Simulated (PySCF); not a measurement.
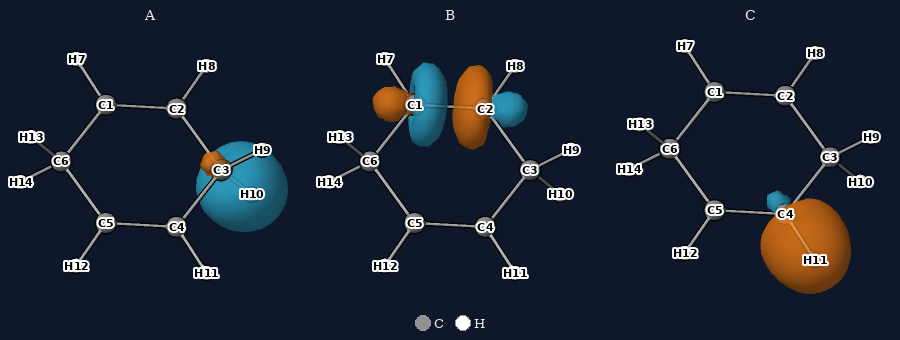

C$_{6}$H$_{8}$, SMILES `C1=CCC=CC1`. Intrinsic bond orbitals (IBO), occupied and valence-virtual; each surface holds about 70 % of the orbital's density. Energies are diagonal elements of the Fock matrix.

Computed with PySCF, HF/def2-SVPD, geometry: GFN2-xTB. No frequency check shows the geometry to be a minimum.

Geometry (Å), atoms numbered from 1:

```
C1      -0.6584    1.2455   -0.0009
C2       0.6623    1.2434    0.0007
C3       1.4914   -0.0019    0.0003
C4       0.6584   -1.2455   -0.0009
C5      -0.6623   -1.2434    0.0007
C6      -1.4914    0.0019    0.0003
H7      -1.2075    2.1779   -0.0021
H8       1.2145    2.1740    0.0019
H9       2.1514   -0.0046    0.8768
H10      2.1514   -0.0023   -0.8771
H11      1.2075   -2.1779   -0.0021
H12     -1.2145   -2.1740    0.0019
H13     -2.1514    0.0046    0.8768
H14     -2.1514    0.0023   -0.8771
```

### Name the orbitals, with their atomic make-up and energies.

By panel:
- A: σ bond C3–H10 (C3 56 %, H10 43 %; −17.6 eV)
- B: σ* orbital C1–C2 (C1 50 %, C2 50 %; 25.9 eV)
- C: σ bond C4–H11 (C4 56 %, H11 43 %; −18.1 eV)
